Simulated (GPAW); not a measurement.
## How Tl absorbs and reflects light

Aim: the dielectric function of Tl, and the optical constants that follow from it.

Calculated with GPAW 26.7.0; DFT, PBE, plane-wave PAW (GPAW data sets), scalar-relativistic, RPA, optical limit.

### 1. The structure

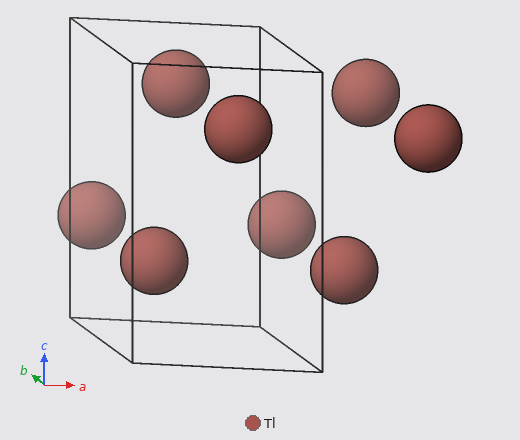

The cell as given, slightly off an axis (thallium brown). 2×2×1 cells are drawn.

Structure file:

```cif
data_structure
_symmetry_space_group_name_H-M 'P6_3/mmc'
_symmetry_Int_Tables_number 194
_cell_length_a 3.4560
_cell_length_b 3.4560
_cell_length_c 5.5250
_cell_angle_alpha 90.000
_cell_angle_beta 90.000
_cell_angle_gamma 120.000
_cell_volume 57.15
loop_
_atom_site_label
_atom_site_type_symbol
_atom_site_symmetry_multiplicity
_atom_site_Wyckoff_symbol
_atom_site_fract_x
_atom_site_fract_y
_atom_site_fract_z
_atom_site_occupancy
Tl1 Tl 2 c 0.66667 0.33333 0.75000 1
```

### 2. Ground state

The self-consistent density comes first; it also tells whether there is a gap, which decides the occupations and the need for a Drude term.

This step: DFT, PBE, plane-wave PAW (GPAW data sets), scalar-relativistic, ground state (GPAW 26.7.0).

Input file gs.py:

```python
from ase import Atoms
from ase.dft.bandgap import bandgap
from gpaw import GPAW, PW, FermiDirac

atoms = Atoms(['Tl', 'Tl'],
              cell=[[3.456000000000, 0.000000000000, 0.000000000000],
                    [-1.728000000000, 2.992983795500, 0.000000000000],
                    [0.000000000000, 0.000000000000, 5.525000000000]],
              scaled_positions=[[0.666666666700, 0.333333333300, 0.750000000000],
                                [0.333333333300, 0.666666666700, 0.250000000000]],
              pbc=[True, True, True])
atoms.calc = GPAW(mode=PW(500), xc='PBE', kpts={'size': (9, 9, 4), 'gamma': True},
                  occupations=FermiDirac(0.05), maxiter=150, txt='gs.txt')
print('energy (eV)', atoms.get_potential_energy())
print('Fermi level (eV)', atoms.calc.get_fermi_level())
print('valence electrons', atoms.calc.get_number_of_electrons())
print('gap (eV)', bandgap(atoms.calc, output=None)[0])
print('direct gap (eV)', bandgap(atoms.calc, direct=True, output=None)[0])
atoms.calc.write('gs.gpw')
```

The run is started by

```sh
> OMP_NUM_THREADS=1 python gs.py
```

Numbers of over 12 decimals in the logs are rounded to 6 here.

The program printed:

```text
__  _  _
 | _ |_)|_||  |
 |__||  | ||/\| - 26.7.0

Versions:
  Python: 3.12.14
  ASE:    3.29.0
  Numpy:  2.5.5
  Scipy:  1.18.1
  Libxc:  7.0.0

Input parameters:
  mode=PW(ecut=500.0),
  kpts=MonkhorstPack(size=(9, 9, 4), gamma=True),
  maxiter=150,
  occupations=Occupations(name='fermi-dirac', width=0.05, fixmagmom=False),
  xc=XC(name='PBE')

Diagonalizing LCAO Hamiltonian
Converting LCAO to pw mode

           Tl

        Tl

Atoms  # Å, Bohr magnetons
|   | symbol |         x |        y |        z |    initial magnetic moments |
| 0 |     Tl |  1.728000 | 0.997661 | 4.143750 | ( 0.0000,  0.0000,  0.0000) |
| 1 |     Tl | -0.000000 | 1.995323 | 1.381250 | ( 0.0000,  0.0000,  0.0000) |

Unit cell  # Å
| periodic |         x |        y |        z |  lengths |     angles |
|      yes |  3.456000 | 0.000000 | 0.000000 | 3.456000 |  90.000000 |
|      yes | -1.728000 | 2.992984 | 0.000000 | 3.456000 |  90.000000 |
|      yes |  0.000000 | 0.000000 | 5.525000 | 5.525000 | 120.000000 |

Number of symmetries: 12
Symmetry operations  # r_c * U_cc + t_c -> r_c
|    | kind |            matrix            |
|  0 |  σ   |  1, 1, 0,  0,-1, 0,  0, 0, 1 |
|  1 |  S6  |  1, 1, 0, -1, 0, 0,  0, 0,-1 |
|  2 |  E   |  1, 0, 0,  0, 1, 0,  0, 0, 1 |
|  3 |  C2  |  1, 0, 0, -1,-1, 0,  0, 0,-1 |
|  4 |  C2  |  0, 1, 0,  1, 0, 0,  0, 0,-1 |
|  5 |  C3  |  0, 1, 0, -1,-1, 0,  0, 0, 1 |
|  6 |  S6  |  0,-1, 0,  1, 1, 0,  0, 0,-1 |
|  7 |  σ   |  0,-1, 0, -1, 0, 0,  0, 0, 1 |
|  8 |  σ   | -1, 0, 0,  1, 1, 0,  0, 0, 1 |
|  9 |  i   | -1, 0, 0,  0,-1, 0,  0, 0,-1 |
| 10 |  C3  | -1,-1, 0,  1, 0, 0,  0, 0, 1 |
| 11 |  C2  | -1,-1, 0,  0, 1, 0,  0, 0,-1 |

BZ-sampling:
  Number of BZ points: 324
  Number of IBZ points: 43

  Monkhorst-Pack size: [9, 9, 4]
  Monkhorst-Pack shift: [0.0, 0.0, 0.125]

K-points  # in reciprocal-cell coordinates
|     |                                coordinates |     weight |
|   0 | (  0.00000000,   0.00000000,   0.00000000) | 0.00308642 |
|   1 | (  0.00000000,   0.00000000,   0.25000000) | 0.00617284 |
|   2 | (  0.00000000,   0.00000000,   0.50000000) | 0.00308642 |
|   3 | (  0.11111111,   0.00000000,  -0.25000000) | 0.01851852 |
|   4 | (  0.11111111,   0.00000000,   0.00000000) | 0.01851852 |
|   5 | (  0.11111111,   0.00000000,   0.25000000) | 0.01851852 |
|   6 | (  0.11111111,   0.00000000,   0.50000000) | 0.01851852 |
|   7 | (  0.22222222,  -0.11111111,   0.00000000) | 0.01851852 |
|   8 | (  0.22222222,  -0.11111111,   0.25000000) | 0.03703704 |
|   9 | (  0.22222222,  -0.11111111,   0.50000000) | 0.01851852 |
| ... |                                            |            |
|  42 | (  0.44444444,   0.44444444,   0.50000000) | 0.01851852 |

Plane wave coefficients: 1466
Cutoff: 500.0 eV

Spin-components: 1 (collinear spins)
Bands:           18
Projectors:      12
Spin-degeneracy: 2
Datatype:        complex128

Parallelization:
  kpt:    1
  domain: 1
  band:   1

Density:
  Valence electrons: 26.0
  Components: 1
  Grid points: [18 18 30]
  Charge: 0.0  # |e|

Potential:
  Grid points: [18 18 30]

species:
  Tl:
    name:    Thallium
    id:
    Z:       81.0
    valence: 13
    core:    68
    charge:  0.0  # [|e|]
    compensation charges:
      type: gauss
      rc: 0.38  # [Å]
      lmax: 2
    cutoffs:
      filter: 2.11  # [Å]
      core: 2.55  # [Å]
    projectors
    | kind |    occ | energy [eV] | rcut [Å] |
    |   6s |  2.000 |      -9.493 |    1.212 |
    |   6p |  1.000 |      -2.379 |    1.270 |
    |   5d | 10.000 |     -15.517 |    1.191 |
    |    s |        |      17.718 |    1.212 |
    |    p |        |      24.832 |    1.270 |
    |    d |        |      11.695 |    1.191 |

    Using partial waves for Tl as LCAO basis

Reference energy: -1100089.960543  # eV

eigensolver:
  PPCG
  Converge bands: occupied
  niter=2

density mixing:
  MSR1-Mixer
  Pratt-step length: 0.05
  Maximum mixing coefficient: 0.75
  Old densities: 10
  SVD Regularization: 0.005
  Good broyden scale: 1.0
  Trust region scale: 1.0
  Backstep threshold: 4.0
  History deletion threshold: 6.0
  Fourier metric: weight=20.0, sigma=0.015

occupation numbers:
  Fermi-Dirac:
    width: 0.0500  # eV

poisson solver:
  ecut: 4000.0  # eV

xc functional:
  name: PBE with 2 nearest neighbor stencil

convergence criteria:
- Maximum [total energy] change in last 3 cyles: 0.0005 eV / valence electron
- Maximum integral of absolute [dens]ity change: 0.0001 electrons / valence electron
- Maximum integral of absolute [eigenst]ate change: 4e-08 eV^2 / valence electron
maximum number of iterations: 150

SCF iterations
|iter     |      energy | eigst |  dens |
|iter:   1||   -5.000193 | -0.37 |       |
|iter:   2||   -4.989536 | -2.43 | -1.58 |
|iter:   3||   -4.925102 | -2.01 | -1.62 |
|iter:   4||   -4.925403 | -3.18 | -2.12 |
|iter:   5||   -4.925963c| -4.18 | -2.46 |
|iter:   6||   -4.925976c| -5.66 | -3.90 |
|iter:   7||   -4.925979c| -6.53 | -4.25c|
|iter:   8||   -4.925979c| -8.06c| -5.00c|

Converged in 8 steps
SCF loop duration: 17.388 s (2.174 s/step)
Energy contributions relative to reference atoms: (reference = -1100089.960543)

Energy contributions:
  Kinetic:          10.911616
  Coulomb:          -9.761223
  Zero:              0.184830
  External:          0.000000
  Xc:               -6.257416
  Entropy:          -0.007573
  Spinorbit:         0.000000
  ----------------------------
  Free energy:      -4.929765
  Extrapolated:     -4.925979

dipole moment: (0.000001, 0.000003, 0.000005)  # |e|*Ang

Fermi level: 7.331
Eigenvalues  # (at kpt = [0.000, 0.000, 0.000])
| band index |      eig [eV] | occ [0-2] |
|          0 |        -4.534 |     2.000 |
|        ... |               |           |
|          5 |        -4.218 |     2.000 |
|          6 |        -4.171 |     2.000 |
|          7 |        -4.171 |     2.000 |
|          8 |        -3.833 |     2.000 |
|          9 |        -3.833 |     2.000 |
|         10 |        -2.735 |     2.000 |
|         11 |         2.220 |     2.000 |
|         12 |         4.395 |     2.000 |
|         13 |        15.204 |     0.000 |
|         14 |        15.204 |     0.000 |
|         15 |        17.284 |     0.000 |
|         16 |        17.284 |     0.000 |
|         17 |        18.149 |     0.000 |

No gap
No difference between direct/indirect transitions

--- standard output ---
energy (eV) -4.925979
Fermi level (eV) 7.330827
valence electrons 26.0
gap (eV) 0.0
direct gap (eV) 0.0
```

Elapsed: 19 s, on 1 thread of Arm Neoverse V1, shared host; peak memory 0.16 GiB.

Read-outs, printed or worked out from the files:

| Property | Result |
| --- | --- |
| energy | -4.926 eV |
| Fermi energy | 7.331 eV |
| electrons | 26 |

There are states at the Fermi level within the smearing, so the occupations stay smeared and the carriers get a Drude term.

### 3. Bands for the response

At the fixed density, many empty bands are solved on the mesh of the response, since the spectrum sums over them.

This step: DFT, PBE, plane-wave PAW (GPAW data sets), scalar-relativistic, bands at fixed density (GPAW 26.7.0).

Input file nscf.py:

```python
from ase.dft.bandgap import bandgap
from gpaw import GPAW, FermiDirac

calc = GPAW('gs.gpw').fixed_density(kpts={'size': (15, 15, 8), 'gamma': True}, nbands=47, convergence={'bands': 41},
                                    occupations=FermiDirac(0.05), txt='nscf.txt')
print('gap (eV)', bandgap(calc, output=None)[0])
print('direct gap (eV)', bandgap(calc, direct=True, output=None)[0])
print('top band over the Fermi level (eV)', min(calc.get_eigenvalues(kpt=k)[40] for k in range(len(calc.get_ibz_k_points()))) - calc.get_fermi_level())
calc.write('full.gpw', mode='all')
```

The run is started by

```sh
> OMP_NUM_THREADS=1 python nscf.py
```

The program printed:

```text
Diagonalizing LCAO Hamiltonian
Converting LCAO to pw mode
convergence criteria:
- Maximum integral of absolute [eigenst]ate change: 4e-08 eV^2 / valence electron
maximum number of iterations: 150

SCF iterations
|iter     |      energy | eigst |  dens |
|iter:   1||             | +3.54 |       |
|iter:   2||             | +2.10 |       |
|iter:   3||             | +1.18 |       |
|iter:   4||             | +0.21 |       |
|iter:   5||             | -0.64 |       |
|iter:   6||             | -1.45 |       |
|iter:   7||             | -2.14 |       |
|iter:   8||             | -2.87 |       |
|iter:   9||             | -3.55 |       |
|iter:  10||             | -4.24 |       |
|iter:  11||             | -4.85 |       |
|iter:  12||             | -5.44 |       |
|iter:  13||             | -5.91 |       |
|iter:  14||             | -6.22 |       |
|iter:  15||             | -6.46 |       |
|iter:  16||             | -6.76 |       |
|iter:  17||             | -6.95 |       |
|iter:  18||             | -7.12 |       |
|iter:  19||             | -7.28 |       |
|iter:  20||             | -7.42c|       |
SCF steps: 20
  __  _  _
 | _ |_)|_||  |
 |__||  | ||/\| - 26.7.0

Versions:
  Python: 3.12.14
  ASE:    3.29.0
  Numpy:  2.5.5
  Scipy:  1.18.1
  Libxc:  7.0.0

Input parameters:
  mode=PW(ecut=500.0),
  convergence={'bands': 41},
  gpts=array([18, 18, 30]),
  kpts=MonkhorstPack(size=(15, 15, 8), gamma=True),
  maxiter=150,
  nbands=47,
  occupations=Occupations(name='fermi-dirac', width=0.05, fixmagmom=False),
  parallel={},
  xc=XC(name='PBE')

--- standard output ---
gap (eV) 0.0
direct gap (eV) 0.0
top band over the Fermi level (eV) 28.600017
```

Run time: 6.5 min. Hardware: 1 thread; peak memory 0.4 GiB.

### 4. Dielectric function, RPA

Local fields let the induced charge screen the field inside the cell, which as a rule lowers ε, most along directions where the density is uneven.

This step: DFT, PBE, plane-wave PAW (GPAW data sets), scalar-relativistic, RPA, optical limit (GPAW 26.7.0).

Input file df.py:

```python
from gpaw.response.df import DielectricFunction

df = DielectricFunction('full.gpw', frequencies={'type': 'nonlinear', 'domega0': 0.03, 'omega2': 8},
                        ecut=50,
                        eta=0.15,
                        nbands=41,
                        rate=0.05,
                        txt='df.txt')
for direction in ['x', 'z']:
    df.get_dielectric_function(xc='RPA', direction=direction, filename=f'df_{direction}.csv')
```

The run is started by

```sh
> OMP_NUM_THREADS=1 python df.py
```

The program printed:

```text
Using integrator: PointIntegrator
NonLinearFrequencyDescriptor(from 0.000 to 45.181 eV, 452 points)
Nonperiodic BCs:  [False False False]
Using integrator: PointIntegrator
NonLinearFrequencyDescriptor(from 0.000 to 45.181 eV, 452 points)
Nonperiodic BCs:  [False False False]
Using integrator: PointIntegrator

Calculating chi0 body with:
    Ground state adapter containing:
    Number of spins: 1
    Number of kpoints: 1800
    Number of irreducible kpoints: 192
    Number of completely occupied states: 12
    Number of partially occupied states: 16

    Linear response parametrization:
    q_c: [0.0, 0.0, 0.0]
    Number of frequency points: 452
    Planewave cutoff: 50.0
    Number of bands: 41
    Number of planewaves: 37
    Broadening (eta): 0.15

Integrating chi0 body.

Symmetries of q_c:
    Direct symmetries (Uq -> q): 12
    Indirect symmetries (TUq -> q): 0
In total 12 allowed symmetries.

192 groups of equivalent kpoints. 89.333333% reduction.

Integral kind: spectral function

Calculating chi0 optical extensions with:
    Ground state adapter containing:
    Number of spins: 1
    Number of kpoints: 1800
    Number of irreducible kpoints: 192
    Number of completely occupied states: 12
    Number of partially occupied states: 16

    Linear response parametrization:
    Number of frequency points: 452
    Planewave cutoff: 50.0
    Number of bands: 41
    Number of planewaves: 37
    Broadening (eta): 0.15
Integrating chi0 head and wings.

Symmetries of q_c:
    Direct symmetries (Uq -> q): 12
    Indirect symmetries (TUq -> q): 0
In total 12 allowed symmetries.

192 groups of equivalent kpoints. 89.333333% reduction.

Integral kind: spectral function wings

Calculating drude chi0 with:
    Number of frequency points:452
    Plasma frequency decay rate: 0.05 eV

    Ground state adapter containing:
    Number of spins: 1
    Number of kpoints: 1800
    Number of irreducible kpoints: 192
    Number of completely occupied states: 12
    Number of partially occupied states: 16

Symmetries of q_c:
    Direct symmetries (Uq -> q): 12
    Indirect symmetries (TUq -> q): 0
In total 12 allowed symmetries.

192 groups of equivalent kpoints. 89.333333% reduction.

Integral kind: intraband
Plasma frequency:
[[ 7.73+0.j  0.  +0.j  0.  +0.j]
 [ 0.  +0.j  7.73+0.j  0.  +0.j]
 [ 0.  +0.j  0.  +0.j 10.14+0.j]]
```

It took 50 s on 1 thread; peak memory 0.24 GiB.

This step gave:

| Quantity | Value |
| --- | --- |
| centre of weight of the strongest loss peak in the window | 10.45 eV |

The Im ε has structure finer than the step of the table below, so its rows give means over 1 eV, whole bins alone (the curve runs from 0.305 to 14.0 eV). Peaks (eV: height): E ∥ x 1.4: 49.7; E ∥ z 1.4: 39.4.

Sum at mesh points, not converged in k. Table of Im ε by photon energy; means over each step:

| photon energy (eV) | E ∥ x | E ∥ z |
| --- | --- | --- |
| 1 | 35.7 | 48.0 |
| 2 | 22.5 | 18.8 |
| 3 | 6.67 | 5.89 |
| 4 | 3.17 | 2.69 |
| 5 | 2.89 | 2.23 |
| 6 | 1.69 | 1.90 |
| 7 | 1.13 | 1.05 |
| 8 | 0.765 | 0.619 |
| 9 | 0.488 | 0.415 |
| 10 | 0.305 | 0.307 |
| 11 | 0.309 | 0.272 |
| 12 | 0.600 | 0.613 |
| 13 | 0.614 | 0.622 |

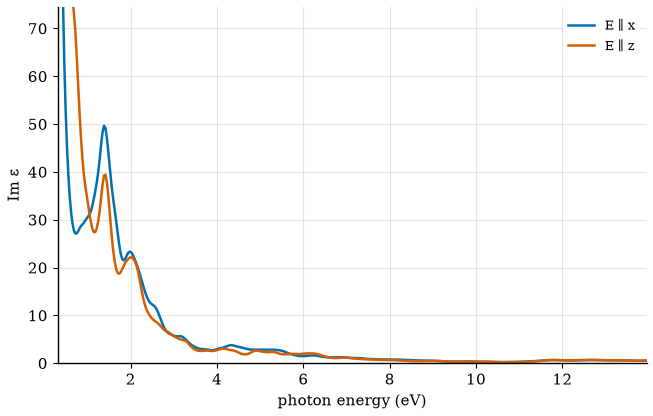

Im ε against photon energy. Below 1 eV the curve runs off the scale.

Values under 1 per cm are given as 1; sum at mesh points, not converged in k. The absorption coefficient by photon energy:

| photon energy (eV) | E ∥ x (1/cm) | E ∥ z (1/cm) |
| --- | --- | --- |
| 1.01 | 5.9e5 | 1.0e6 |
| 1.99 | 1.0e6 | 1.2e6 |
| 3.02 | 1.1e6 | 1.3e6 |
| 3.98 | 9.6e5 | 1.2e6 |
| 4.98 | 1.0e6 | 1.2e6 |
| 6.02 | 1.0e6 | 1.2e6 |
| 6.99 | 1.0e6 | 1.2e6 |
| 8.03 | 9.2e5 | 1.1e6 |
| 9.02 | 8.2e5 | 9.5e5 |
| 10.03 | 5.4e5 | 7.6e5 |
| 11.03 | 2.4e5 | 3.4e5 |
| 12.02 | 5.0e5 | 5.6e5 |
| 13.00 | 5.2e5 | 6.1e5 |

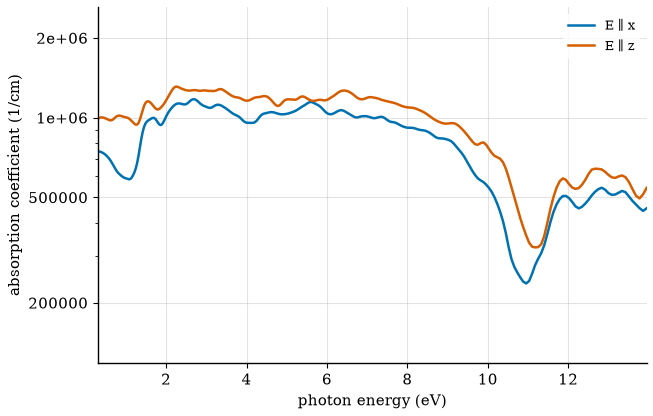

Absorption coefficient, plotted against photon energy.

The Im ε, E ∥ x has structure finer than the step of the table below, so its rows give means over 1 eV, whole bins alone (the curve runs from 0.305 to 14.0 eV). Peaks (eV: height): without local fields 1.4: 51.7; with local fields 1.4: 49.7.

Sum at mesh points, not converged in k. Im ε, E ∥ x against photon energy; means over each step:

| photon energy (eV) | without local fields | with local fields |
| --- | --- | --- |
| 1 | 36.8 | 35.7 |
| 2 | 23.3 | 22.5 |
| 3 | 7.01 | 6.67 |
| 4 | 3.75 | 3.17 |
| 5 | 3.55 | 2.89 |
| 6 | 2.01 | 1.69 |
| 7 | 1.41 | 1.13 |
| 8 | 0.955 | 0.765 |
| 9 | 0.604 | 0.488 |
| 10 | 0.428 | 0.305 |
| 11 | 0.486 | 0.309 |
| 12 | 0.823 | 0.600 |
| 13 | 0.803 | 0.614 |

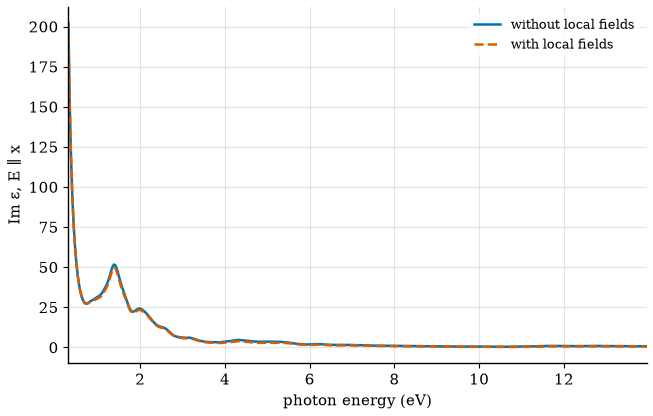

Im ε, E ∥ x, plotted against photon energy.

The loss function −Im 1/ε at q → 0 has structure finer than the step of the table below, so its rows give means over 1 eV, whole bins alone (the curve runs from 0.305 to 14.0 eV). Peaks (eV: height): E ∥ x 10.5: 4.29; E ∥ z 10.9: 4.42.

Sum at mesh points, not converged in k. Table of loss function −Im 1/ε at q → 0 by energy loss; means over each step:

| energy loss (eV) | E ∥ x | E ∥ z |
| --- | --- | --- |
| 1 | 0.0139 | 0.00475 |
| 2 | 0.0224 | 0.0131 |
| 3 | 0.0303 | 0.0175 |
| 4 | 0.0775 | 0.0355 |
| 5 | 0.124 | 0.0743 |
| 6 | 0.148 | 0.113 |
| 7 | 0.239 | 0.123 |
| 8 | 0.386 | 0.174 |
| 9 | 0.677 | 0.332 |
| 10 | 2.46 | 0.909 |
| 11 | 1.88 | 2.87 |
| 12 | 1.05 | 1.37 |
| 13 | 1.07 | 1.42 |

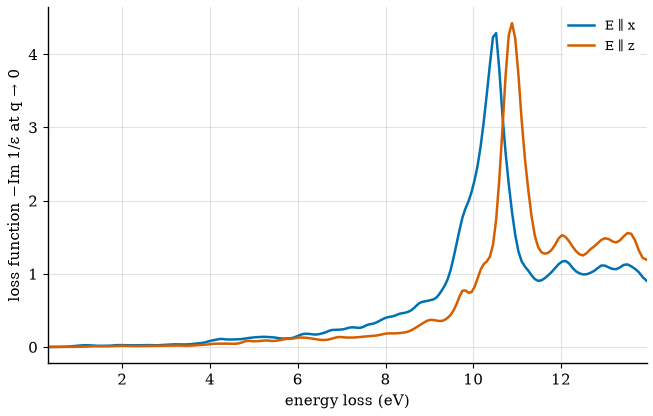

Loss function −Im 1/ε at q → 0 against energy loss.

Sum at mesh points, not converged in k. Reflectivity at normal incidence against photon energy; read off at these points:

| photon energy (eV) | E ∥ x (%) | E ∥ z (%) |
| --- | --- | --- |
| 1.0 | 77.7 | 93.5 |
| 2.0 | 74.0 | 81.4 |
| 2.8 | 82.5 | 86.7 |
| 3.0 | 80.4 | 86.6 |
| 4.0 | 69.6 | 81.5 |
| 5.0 | 60.5 | 72.0 |
| 5.9 | 68.4 | 67.4 |
| 6.0 | 65.5 | 65.4 |
| 7.0 | 59.6 | 70.1 |
| 8.0 | 55.6 | 71.7 |
| 9.0 | 53.8 | 64.9 |
| 10.0 | 39.1 | 60.3 |
| 11.0 | 6.85 | 23.2 |
| 12.0 | 7.18 | 11.9 |
| 13.0 | 6.52 | 11.4 |

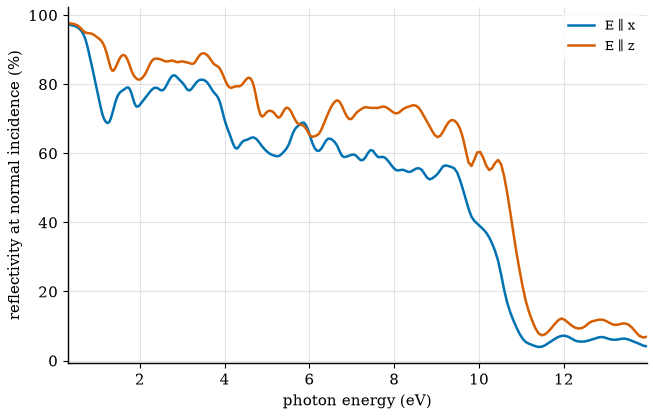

Reflectivity at normal incidence, plotted against photon energy.

Optical constants at common wavelengths, from n + ik = √ε:

| wavelength (nm) | n x | k x | R (%) x | 1/α x | n z | k z | R (%) z | 1/α z |
| --- | --- | --- | --- | --- | --- | --- | --- | --- |
| 1550 | 1.82 | 7.657 | 89.0 | 16 nm | 2.19 | 12.529 | 94.8 | 9.8 nm |
| 1064 | 3.47 | 5.091 | 69.8 | 17 nm | 1.68 | 8.157 | 90.9 | 10 nm |
| 633 | 2.35 | 4.935 | 73.6 | 10 nm | 1.92 | 5.716 | 81.4 | 8.8 nm |
| 532 | 1.56 | 4.787 | 78.8 | 8.8 nm | 1.11 | 5.497 | 87.2 | 7.7 nm |
| 450 | 0.94 | 4.164 | 82.3 | 8.6 nm | 0.79 | 4.541 | 86.8 | 7.9 nm |
| 308 | 0.64 | 2.342 | 68.6 | 10 nm | 0.50 | 2.839 | 80.8 | 8.6 nm |
| 248 | 0.69 | 2.039 | 60.5 | 9.7 nm | 0.54 | 2.310 | 72.0 | 8.5 nm |

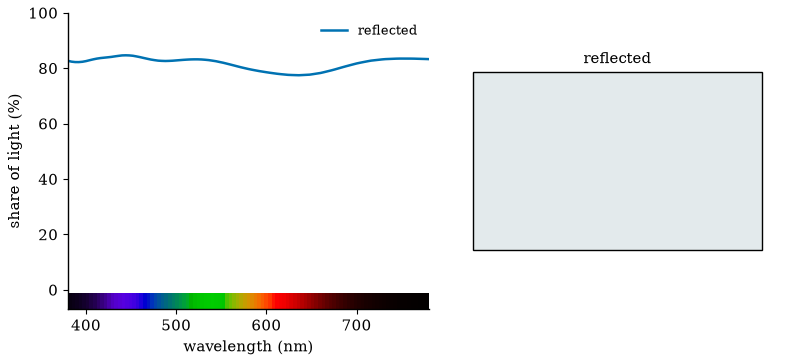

Light reflected across the visible range, with the colour that it makes of daylight (sRGB).

In reflection the computed colour is near white: x = 0.307, y = 0.326, luminous reflectivity 81 %.

### 5. Results

| Item | Value |
| --- | --- |
| centre of weight of the strongest loss peak in the window, first axis | 10.4 eV |

In words: At this level (PBE, RPA) Tl is a metal. The mesh is too coarse to trust the carriers' weight, the reflectivity or the colour to better than tens of per cent. In reflection the computed colour is near white: x = 0.307, y = 0.326, luminous reflectivity 81 %. The carriers' damping of 0.05 eV is typed, not computed; it shapes the response at the lowest energies. Spin-orbit coupling is left out although heavy atoms are present. GPAW's carrier term has the form −ωp²/(ω + i·rate)², which damps like twice the rate and fails at low energy, so the curves leave the lowest energies out. The sum runs over mesh points 0.14 Å⁻¹ apart with no interpolation, so peaks are partly noise of the mesh, and the Drude plasma energy, a sum over the Fermi surface, isn't converged.

[Machine, clock and banner lines and Python warnings are left out of the logs.]

[Logs are printed without paths, hosts, clocks, repeated set-up lines and the standing remarks that a program may print on its own settings, such as how far it seeks lower states.]

[Hosts, paths, dates, database ids (printed as entryN), source tags and the programs' standing remarks are cut or masked in the printed files.]
